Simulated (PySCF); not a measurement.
Molecule: GePH₄Br, SMILES [PH2][GeH2][Br], singlet.

```xyz
7

P      0.9362    -0.4418    -1.4506
Ge    -1.1858     0.2843    -0.8669
Br    -2.6784    -1.3086    -1.6339
H      0.9735    -1.4102    -0.4012
H      1.5596     0.5680    -0.6494
H     -1.5128     1.5993    -1.5931
H     -1.4388     0.4055     0.6456
```

Vertical TDHF excitations, HF/def2-SVPD, PySCF, at a PBE0-D3(BJ)/def2-SVP geometry (no frequency check), gas phase.

Q: Predict the low-lying singlet excitations and the spectrum.

A: The lowest singlet lies at 6.85 eV (181 nm, f = 0.041); the brightest of the first 10 is S5 at 7.69 eV (161 nm), f = 0.238, mainly HOMO → LUMO+2 (51 %). No singlet lies below 3.1 eV (beyond 400 nm), so at this level no vertical transition falls in the visible.


```
state  E (eV)  λ (nm)      f          main character
   S1    6.85     181  0.041      HOMO → LUMO (30 %)
   S2    7.21     172  0.158      HOMO → LUMO (32 %)
   S3    7.25     171  0.042  HOMO−1 → LUMO+1 (36 %)
   S4    7.32     169  0.014    HOMO → LUMO+3 (19 %)
   S5    7.69     161  0.238    HOMO → LUMO+2 (51 %)
   S6    8.04     154  0.044    HOMO → LUMO+3 (31 %)
   S7    8.34     149  0.000  HOMO−2 → LUMO+1 (15 %)
   S8    8.55     145  0.005    HOMO−1 → LUMO (27 %)
   S9    8.80     141  0.037    HOMO → LUMO+7 (24 %)
  S10    8.86     140  0.049    HOMO → LUMO+7 (36 %)
```

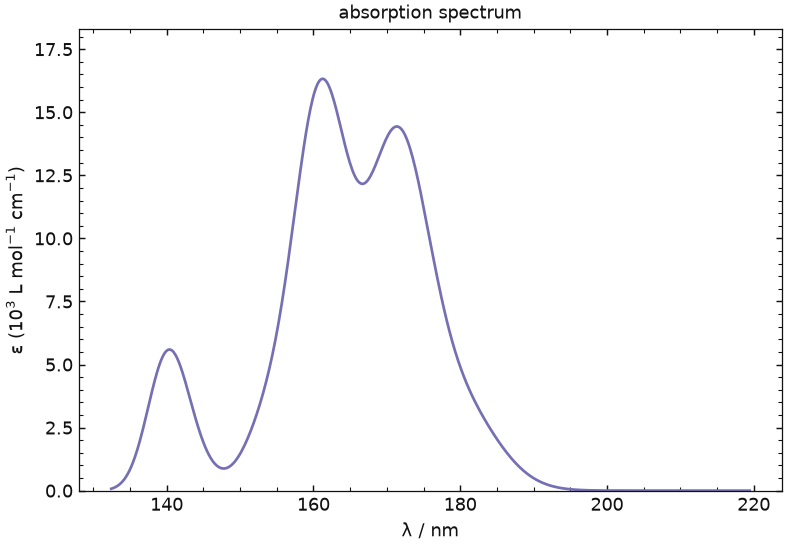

The lowest 10 singlet states are shown; each is broadened by a Gaussian of 1/e half-width 0.25 eV.

Caveats: spin-orbit coupling is left out, and with Br it can shift these levels and split any degenerate set; core orbitals are frozen in the response.
